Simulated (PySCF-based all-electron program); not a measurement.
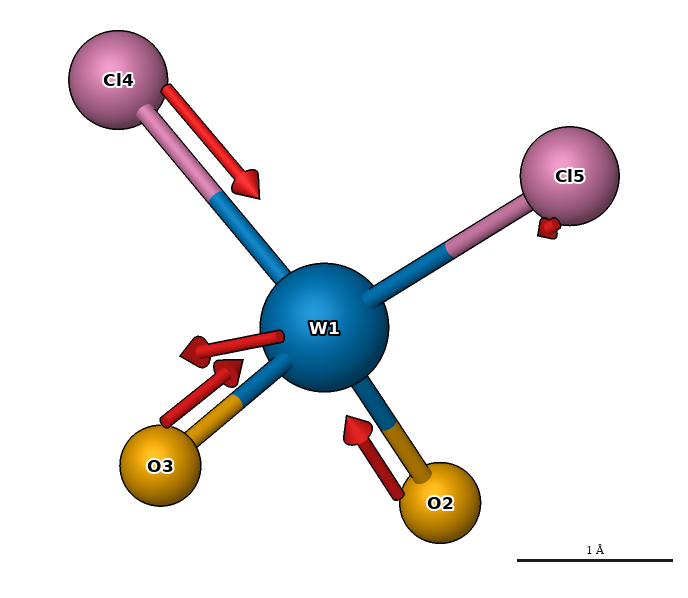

Arrows show the forces on the atoms, 0.4 Å of arrow for 1 eV/Å; forces under a tenth of the largest aren't drawn. Charge 0, singlet. Level of theory: HSE06, all-electron, scalar-relativistic (Koelling-Harmon), large uncontracted Gaussian sets (PySCF-based all-electron program).

### On which atom is the force largest, and how large is it?

On Cl4: 2.81 eV/Å.

### Which bond do the forces act along most?

W1–Cl4, now 2.479 Å: the forces pull its atoms together, so a first step downhill shortens it.

List the force components in the frame of the picture (x right, y up, z towards the viewer), in eV/Å.

| atom | Fx | Fy | Fz |
| --- | --- | --- | --- |
| W1 | −1.64 | −0.32 | −1.40 |
| O2 | −0.85 | 1.31 | 1.27 |
| O3 | 1.28 | 1.02 | −1.16 |
| Cl4 | 1.52 | −1.79 | 1.54 |
| Cl5 | −0.31 | −0.21 | −0.25 |
